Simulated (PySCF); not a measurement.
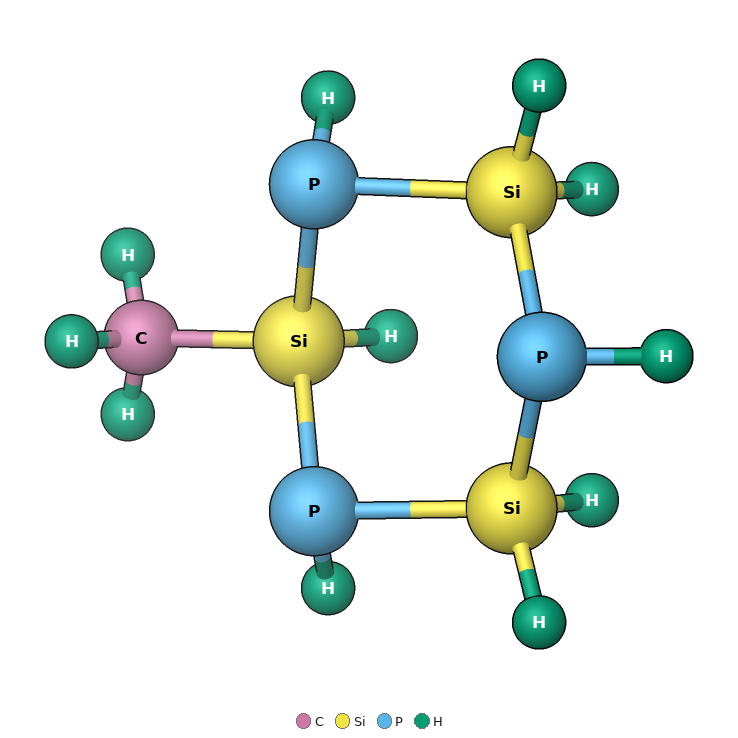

The computed structure is the end point of a GFN2-xTB optimisation. No frequency run is at hand to confirm it as a minimum. Level of theory: PBE0/pcSseg-1, gas phase (PySCF 2.14.0).

Predict the main results.

The species is CH11P3Si3 (`C[SiH]1P[SiH2]P[SiH2]P1`).
- dipole moment: 2.70 D
- HOMO energy (Kohn–Sham orbital): −7.36 eV
- LUMO energy (Kohn–Sham orbital): −0.36 eV
- HOMO–LUMO gap: 7.00 eV

The geometry is semi-empirical. Around P, Si such bond lengths and angles can be off by a tenth of an ångström or more and by several degrees, and values that hang on the shape move with them.
